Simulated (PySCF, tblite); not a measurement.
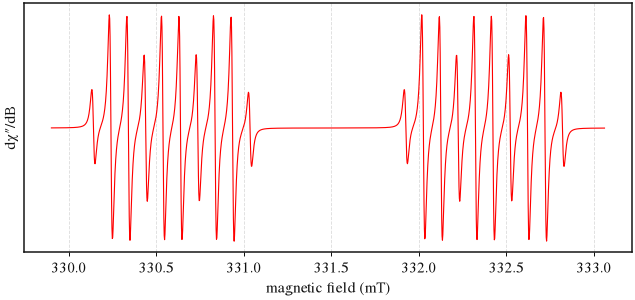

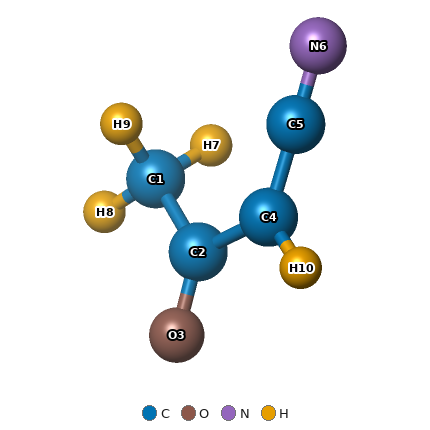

First-order isotropic EPR spectrum (fast tumbling, first derivative) of C₄H₄NO, SMILES CC(=O)[CH]C#N, doublet at 9.30 GHz, Lorentzian lines of 0.03 mT full width at half height, from computed g and hyperfine couplings (B3LYP/pcH-1 with PySCF, at a GFN2-xTB geometry (a minimum by its frequencies), gas phase); values of one conformer, averaged over methyl-type rotors alone; other conformers aren't averaged in; no vibrational averaging; dilute isotopes left out. The SMILES is one Lewis form and needn't show where the spin sits.

Q: Which couplings does the calculation give? The spectrum shows the sizes of those above the line width, not their signs.

A:
```csv
nuclei,isotope,a (mT),a (MHz)
H10,¹H,−1.78,−50.0
N6,¹⁴N,0.30,8.4
"H7, H8, H9",¹H,−0.10,−2.8
```

Q: What is the g value, and how wide is the spectrum?

A: g_iso = 2.0045, which centres the spectrum at 331.5 mT; it spans 2.7 mT.

Note: the tight-binding geometry is rougher than a DFT one and adds to the error.
